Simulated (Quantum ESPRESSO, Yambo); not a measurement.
# MoS2 (P6_3/mmc): G0W0 in Yambo against the bands

Aim: move the bands of a G0W0 run on MoS2 (P6_3/mmc) over a wide range.

Calculated with Yambo 5.3.0; PBE and many-body steps on it, plane waves.

The database entry behind the starting cell differs from later determinations by our own check (about 0.3 % long), so it need not match the best structure at ambient conditions.

### Step 1. Set-up

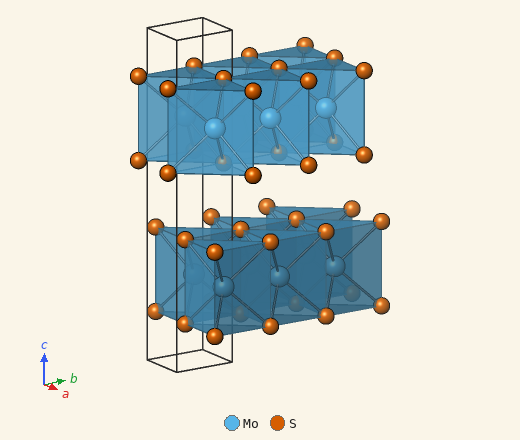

Start, viewed slightly off an axis; molybdenum blue, sulfur orange. 2×3×1 cells are drawn. Some periodic images of atoms are drawn too.

As a file:

```xyz
6
Lattice="3.1690 0.0000 0.0000 -1.5845 2.7444 0.0000 0.0000 0.0000 12.3240" Properties=species:S:1:pos:R:3 pbc="T T T"
Mo    0.0000    1.8296    3.0810
Mo    1.5845    0.9148    9.2430
S     0.0000    1.8296    7.6779
S     1.5845    0.9148    1.5159
S     0.0000    1.8296   10.8081
S     1.5845    0.9148    4.6461
```

The cell and positions come from the Crystallography Open Database and are kept as given unless a step says otherwise.

### Step 2. 44 bands

This step: Yambo 5.3.0; G0W0 on PBE, plane waves, norm-conserving pseudopotentials.

Now the one-shot GW correction: screening in the RPA, then the self-energy of the levels asked for.

Contents of gw1.in:

```
HF_and_locXC
gw0
dyson
ppa
em1d
rim_cut
RandQpts= 1000000
RandGvec= 1 RL
EXXRLvcs= 72 Ry
VXCRLvcs= 288 Ry
Chimod= "HARTREE"
% BndsRnXp
 1 | 44 |
%
NGsBlkXp= 7 Ry
% LongDrXp
 1 | 1 | 1 |
%
% GbndRnge
 1 | 44 |
%
DysSolver= "n"
ExtendOut
PPAPntXp= 27.21138 eV
% QPkrange
 1 | 1 | 25 | 28 |
 9 | 9 | 25 | 28 |
 13 | 13 | 25 | 28 |
%
```

Command:

```
OMP_NUM_THREADS=2 mpirun -n 4 yambo -F gw1.in -J gw1 -C gw1 > gw1.log
```

The log of the run:

```text
 Yambo, version 5.3.0

 [02] CORE Variables Setup
 =========================

  [... cell, symmetries and grids as in the set-up ...]

  [02.05] Energies & Occupations
  ==============================

  [X] === General ===
  [X] Electronic Temperature                        :  0.000000  0.000000 [eV K]
  [X] Bosonic    Temperature                        :  0.000000  0.000000 [eV K]
  [X] Finite Temperature mode                       : no
  [X] El. density                                   :  0.48515E+24 [cm-3]
  [X] Fermi Level                                   :  10.99216 [eV]

  [X] === Gaps and Widths ===
  [X] Conduction Band Min                           :  0.888808 [eV]
  [X] Valence Band Max                              :  0.000000 [eV]
  [X] Filled Bands                                  :  26
  [X] Empty Bands                                   :    27   345
  [X] Direct Gap                                    :  1.653898 [eV]
  [X] Direct Gap localized at k                     :  13
  [X] Indirect Gap                                  :  0.888808 [eV]
  [X] Indirect Gap between kpts                     :   1   9
  [X] Last valence band width                       :  1.613810 [eV]
  [X] 1st conduction band width                     :  1.216218 [eV]

 [03] Transferred momenta grid and indexing
 ==========================================

 IBZ Q-points                                      :  14
 BZ  Q-points                                      :   72

 K/Q-points units:
 rlu = crystal or reduced units; cc = cartesian coordinates; iku = interal k-units

 Q [ 1]         [rlu]:  0.000000  0.000000  0.000000
 Q [ 2]         [rlu]:  0.000000  0.000000 -0.500000
 Q [ 3]         [rlu]: -0.39822E-17  0.16667       0.0000
 Q [ 4]         [rlu]: -0.39822E-17  0.16667     -0.50000
 Q [ 5]         [rlu]: -0.79644E-17  0.33333       0.0000
 Q [ 6]         [rlu]: -0.79644E-17  0.33333     -0.50000
 Q [ 7]         [rlu]:  0.11947E-16 -0.50000       0.0000
 Q [ 8]         [rlu]:  0.11947E-16 -0.50000     -0.50000
 Q [ 9]         [rlu]:  0.166667  0.166667  0.000000
 Q [10]         [rlu]:  0.166667  0.166667 -0.500000
 Q [11]         [rlu]:  0.166667  0.333333  0.000000
 Q [12]         [rlu]:  0.166667  0.333333 -0.500000
 Q [13]         [rlu]:  0.333333  0.333333  0.000000
 Q [14]         [rlu]:  0.333333  0.333333 -0.500000

 [04] Coloumb potential Random Integration (RIM)
 ===============================================

  [04.01] RIM initialization
  ==========================

  * Diagonal components only detected *

  8 x (sBL volume)        :  0.038104 [a.u.]
  sBZ random points       :  1000000
  Points outside the sBZ  :   7994252
  RL volume               :  0.342938 [a.u.]
  Integrated volume       :  0.343185 [a.u.]

  [04.02] RIM integrals
  =====================

  Gamma point sphere radius             :  0.061039 [a.u.]
  Points outside the sphere             :   799440
  [Int_sBZ(q=0) 1/q^2]*(Vol_sBZ)^(-1/3) =:  7.614149
                                 should be <:  7.795600

  Summary of Coulomb integrals for non-metallic bands |Q|[au] RIM/Bare

  Q [1] 0.100000E-4 0.976724 * Q [2] 0.134896 0.909773
  Q [3] 0.201919 1.106674 * Q [4] 0.242834 1.050517
  Q [9] 0.349734 1.035767 * Q [10] 0.374847 1.026735
  Q [5] 0.403838 1.026483 * Q [6] 0.425772 1.021260
  Q [11] 0.534227 1.015464 * Q [12] 0.550995 1.013641
  Q [7] 0.605757 1.012041 * Q [8] 0.620595 1.010959
  Q [13] 0.699467 1.009340 * Q [14] 0.712356 1.008709

 [05] Dipoles
 ============

  [05.01] Setup: observables and procedures
  =========================================

  [WARNING] [x,Vnl] slows the Dipoles computation. To neglect it rename the ns.kb_pp file

 [06] Dynamic Dielectric Matrix (PPA)
 ====================================

 [WR./gw1//ndb.pp]---------------------------------------------------------------
  Brillouin Zone Q/K grids (IBZ/BZ)                :   14   72   14   72
  RL vectors                                       :   9289 [WF]
  Coulomb cutoff potential                         : none
  Electronic Temperature                           :  0.000000 [K]
  Bosonic    Temperature                           :  0.000000 [K]
  PPA    diel. fun.  energies                      : Perdew, Burke & Ernzerhof(X)+Perdew, Burke & Ernzerhof(C)
  wavefunctions                                    : Perdew, Burke & Ernzerhof(X)+Perdew, Burke & Ernzerhof(C)
  Global Gauge                                     : length
  X matrix size                                    :  241
  X band range                                     :    1   44
  X e/h energy range                               : -1.000000 -1.000000 [eV]
  X Time ordering                                  : R
  X Hxc Kernel                                     : HARTREE
  X Drude frequency                                :  0.000000  0.000000
  X poles                                          :  100.0000 [o/o]
  RL vectors in the sum                            :   9289
  [r,Vnl] included                                 : yes
  Field direction                                  :  0.577350E-5  0.577350E-5  0.577350E-5
  BZ energy Double Grid                            : no
  BZ energy DbGd points                            : 0
  BZ Q point size factor                           : -1.000000
  X Optical Averaged directions                    : none

 [07] Local Exchange-Correlation + Non-Local Fock
 ================================================

 [VXC] Plane waves :   59645
 [EXS] Plane waves :   7461

 QP @ state[ 1 ] K range:  1  1
 QP @ state[ 1 ] b range:  25  28
 QP @ state[ 2 ] K range:   9   9
 QP @ state[ 2 ] b range:  25  28
 QP @ state[ 3 ] K range:  13  13
 QP @ state[ 3 ] b range:  25  28

 [xc] Functional : Perdew, Burke & Ernzerhof(X)+Perdew, Burke & Ernzerhof(C)
 [xc] LIBXC used to calculate xc functional
  PP Number of Atomic Species                      :  2
  NLCC RL compoments                               :   59645
  PP Number of Atomic Species                      :  2
  NLCC RL compoments                               :   59645

 [xc] E_xc :  -24.88331 [Ha]
      E_xc :  -49.76663 [Ry]

  Local XC kind (lXC) : Perdew, Burke & Ernzerhof(X)+Perdew, Burke & Ernzerhof(C)
  Non-Local XC kind (nlXC) : Hartree-Fock

  Corrections @ K [1] :  [eV]
 <25|nlXC|25> = -16.53593 -0.41504E-17 <25|lXC|25> = -15.41329 -0.37763E-15
 <26|nlXC|26> = -16.96836  0.70008E-17 <26|lXC|26> = -16.39175 -0.75527E-15
 <27|nlXC|27> = -11.21797 -0.18955E-17 <27|lXC|27> = -15.68152 -0.56645E-15
 <28|nlXC|28> = -11.21809 -0.24190E-18 <28|lXC|28> = -15.68152  0.000000

  Corrections @ K [9] :  [eV]
 <25|nlXC|25> = -17.37658 -0.14941E-16 <25|lXC|25> = -16.02372 -0.18882E-15
 <26|nlXC|26> = -17.45280  0.10935E-16 <26|lXC|26> = -16.15519  0.94408E-16
[...]
Corrections @ K [13] :  [eV]
[...]
<26|nlXC|26> = -16.95866 -0.17308E-17 <26|lXC|26> = -16.51729 -0.18882E-15
 <27|nlXC|27> = -13.42782 -0.13359E-17 <27|lXC|27> = -17.61132  0.18882E-15
 <28|nlXC|28> = -13.42782  0.22257E-18 <28|lXC|28> = -17.61132  0.18882E-15

 [08] Dyson equation: Newton solver
 ==================================

  [08.01] G0W0 (W PPA)
  ====================

  [  GW  ] Bands range     :    1   44
  [GW/PPA] G damping       :  0.100000 [eV]

  QP @ state[ 1 ] K range:  1  1
  QP @ state[ 1 ] b range:  25  28
  QP @ state[ 2 ] K range:   9   9
  QP @ state[ 2 ] b range:  25  28
  QP @ state[ 3 ] K range:  13  13
  QP @ state[ 3 ] b range:  25  28

   Sc/G bands                                       :    1   44
   Sc/G damping                                     :  0.100000 ev
   Sc bands terminator                              : no
   Sx RL components                                 :   7461

   QP @ state[ 1 ] K range                          :  1  1
   QP @ state[ 1 ] b range                          :  25  28
   QP @ state[ 2 ] K range                          :   9   9
   QP @ state[ 2 ] b range                          :  25  28
   QP @ state[ 3 ] K range                          :  13  13
   QP @ state[ 3 ] b range                          :  25  28
   GF energies kind                                 : Perdew, Burke & Ernzerhof(X)+Perdew, Burke & Ernzerhof(C)
   GF WF`s kind                                     : Perdew, Burke & Ernzerhof(X)+Perdew, Burke & Ernzerhof(C)
   Xs energies kind                                 : Perdew, Burke & Ernzerhof(X)+Perdew, Burke & Ernzerhof(C)
   Xs WF`s kind                                     : Perdew, Burke & Ernzerhof(X)+Perdew, Burke & Ernzerhof(C)

 [11] Game Over & Game summary
```

Wall time 68 s (4 MPI ranks of Arm Neoverse V1, shared host); peak memory 3.6 GiB.

Numbers from this step:

```yaml
g0w0_gap_on_the_points_computed: 1.274 eV
starting_gap_on_the_mesh: 0.8888 eV
k_of_the_valence_top: 0, 0, 0
k_of_the_conduction_bottom: 0.1667, 0.1667, 0
least_direct_g0w0_gap_on_the_computed_points: 2.264 eV
z_at_the_valence_top: 0.7795
z_at_the_conduction_bottom: 0.7889
```

The gap on the mesh goes from 0.89 eV to 1.27 eV, a correction of +0.39 eV.

### Step 3. 65 bands

gw2.in, as its differences from gw1.in of step 2:

```diff
@@ -12,3 +12,3 @@
 % BndsRnXp
- 1 | 44 |
+ 1 | 65 |
 %
@@ -19,3 +19,3 @@
 % GbndRnge
- 1 | 44 |
+ 1 | 65 |
 %
```

Command:

```
OMP_NUM_THREADS=2 mpirun -n 4 yambo -F gw2.in -J gw2 -C gw2 > gw2.log
```

The log of the run:

```text
 Yambo, version 5.3.0

 [02] CORE Variables Setup
 =========================

  [... cell, symmetries and grids as in the set-up ...]

  [02.05] Energies & Occupations
  ==============================

  [X] === General ===
  [X] Electronic Temperature                        :  0.000000  0.000000 [eV K]
  [X] Bosonic    Temperature                        :  0.000000  0.000000 [eV K]
  [X] Finite Temperature mode                       : no
  [X] El. density                                   :  0.48515E+24 [cm-3]
  [X] Fermi Level                                   :  10.99216 [eV]

  [X] === Gaps and Widths ===
  [X] Conduction Band Min                           :  0.888808 [eV]
  [X] Valence Band Max                              :  0.000000 [eV]
  [X] Filled Bands                                  :  26
  [X] Empty Bands                                   :    27   345
  [X] Direct Gap                                    :  1.653898 [eV]
  [X] Direct Gap localized at k                     :  13
  [X] Indirect Gap                                  :  0.888808 [eV]
  [X] Indirect Gap between kpts                     :   1   9
  [X] Last valence band width                       :  1.613810 [eV]
  [X] 1st conduction band width                     :  1.216218 [eV]

 [03] Transferred momenta grid and indexing
 ==========================================

 IBZ Q-points                                      :  14
 BZ  Q-points                                      :   72

 K/Q-points units:
 rlu = crystal or reduced units; cc = cartesian coordinates; iku = interal k-units

 Q [ 1]         [rlu]:  0.000000  0.000000  0.000000
 Q [ 2]         [rlu]:  0.000000  0.000000 -0.500000
 Q [ 3]         [rlu]: -0.39822E-17  0.16667       0.0000
[...]
Local XC kind (lXC) : Perdew, Burke & Ernzerhof(X)+Perdew, Burke & Ernzerhof(C)
  Non-Local XC kind (nlXC) : Hartree-Fock

  Corrections @ K [1] :  [eV]
 <25|nlXC|25> = -16.53593 -0.41504E-17 <25|lXC|25> = -15.41329 -0.37763E-15
 <26|nlXC|26> = -16.96836  0.70008E-17 <26|lXC|26> = -16.39175 -0.75527E-15
 <27|nlXC|27> = -11.21797 -0.18955E-17 <27|lXC|27> = -15.68152 -0.56645E-15
[...]
Corrections @ K [9] :  [eV]
[...]
Corrections @ K [13] :  [eV]
[...]
<27|nlXC|27> = -13.42782 -0.13359E-17 <27|lXC|27> = -17.61132  0.18882E-15
 <28|nlXC|28> = -13.42782  0.22257E-18 <28|lXC|28> = -17.61132  0.18882E-15

 [08] Dyson equation: Newton solver
 ==================================

  [08.01] G0W0 (W PPA)
  ====================

  [  GW  ] Bands range     :    1   65
  [GW/PPA] G damping       :  0.100000 [eV]

  QP @ state[ 1 ] K range:  1  1
  QP @ state[ 1 ] b range:  25  28
  QP @ state[ 2 ] K range:   9   9
  QP @ state[ 2 ] b range:  25  28
  QP @ state[ 3 ] K range:  13  13
  QP @ state[ 3 ] b range:  25  28

   Sc/G bands                                       :    1   65
   Sc/G damping                                     :  0.100000 ev
   Sc bands terminator                              : no
   Sx RL components                                 :   7461

   QP @ state[ 1 ] K range                          :  1  1
   QP @ state[ 1 ] b range                          :  25  28
   QP @ state[ 2 ] K range                          :   9   9
   QP @ state[ 2 ] b range                          :  25  28
   QP @ state[ 3 ] K range                          :  13  13
   QP @ state[ 3 ] b range                          :  25  28
   GF energies kind                                 : Perdew, Burke & Ernzerhof(X)+Perdew, Burke & Ernzerhof(C)
   GF WF`s kind                                     : Perdew, Burke & Ernzerhof(X)+Perdew, Burke & Ernzerhof(C)
   Xs energies kind                                 : Perdew, Burke & Ernzerhof(X)+Perdew, Burke & Ernzerhof(C)
   Xs WF`s kind                                     : Perdew, Burke & Ernzerhof(X)+Perdew, Burke & Ernzerhof(C)

 [11] Game Over & Game summary
```

It took 2 min on 4 MPI ranks; peak memory 3.7 GiB.

This step gave:

- G0W0 gap on the points computed: 1.234 eV
- starting gap on the mesh: 0.8888 eV
- k of the valence top: 0, 0, 0
- k of the conduction bottom: 0.1667, 0.1667, 0
- least direct G0W0 gap on the computed points: 2.265 eV
- Z at the valence top: 0.7835
- Z at the conduction bottom: 0.7916

Against the run before, the gap moves by −0.040 eV.

### Step 4. 106 bands

gw3.in, as its differences from gw2.in of step 3:

```diff
@@ -12,3 +12,3 @@
 % BndsRnXp
- 1 | 65 |
+ 1 | 106 |
 %
@@ -19,3 +19,3 @@
 % GbndRnge
- 1 | 65 |
+ 1 | 106 |
 %
```

Command:

```
OMP_NUM_THREADS=2 mpirun -n 4 yambo -F gw3.in -J gw3 -C gw3 > gw3.log
```

The log of the run:

```text
 Yambo, version 5.3.0

 [02] CORE Variables Setup
 =========================

  [... cell, symmetries and grids as in the set-up ...]

  [02.05] Energies & Occupations
  ==============================

  [X] === General ===
  [X] Electronic Temperature                        :  0.000000  0.000000 [eV K]
  [X] Bosonic    Temperature                        :  0.000000  0.000000 [eV K]
  [X] Finite Temperature mode                       : no
  [X] El. density                                   :  0.48515E+24 [cm-3]
[...]
QP @ state[ 2 ] b range                          :  25  28
   QP @ state[ 3 ] K range                          :  13  13
   QP @ state[ 3 ] b range                          :  25  28
   GF energies kind                                 : Perdew, Burke & Ernzerhof(X)+Perdew, Burke & Ernzerhof(C)
   GF WF`s kind                                     : Perdew, Burke & Ernzerhof(X)+Perdew, Burke & Ernzerhof(C)
   Xs energies kind                                 : Perdew, Burke & Ernzerhof(X)+Perdew, Burke & Ernzerhof(C)
   Xs WF`s kind                                     : Perdew, Burke & Ernzerhof(X)+Perdew, Burke & Ernzerhof(C)

 [11] Game Over & Game summary
```

The job ended after 3.5 min (4 MPI ranks; peak memory 3.6 GiB; 25 min of CPU time).

This step gave:

```
G0W0 gap on the points computed              : 1.239 eV
starting gap on the mesh                     : 0.8888 eV
k of the valence top                         : 0, 0, 0
k of the conduction bottom                   : 0.1667, 0.1667, 0
least direct G0W0 gap on the computed points : 2.214 eV
```

Against the run before, the gap moves by +0.004 eV.

[end of part 1 of 2]

[Paths, hosts, dates, memory and timing lines, banners, echoed tables and standing remarks are left out of the program output.]

[Logs are printed without paths, hosts, clocks, repeated set-up lines and the standing remarks that a program may print on its own settings, such as how far it seeks lower states.]

[Runs of the session that timed out or met a known fault of the program may be left out.]

[Hosts, paths, dates, database ids (printed as entryN), source tags and the programs' standing remarks are cut or masked in the printed files.]
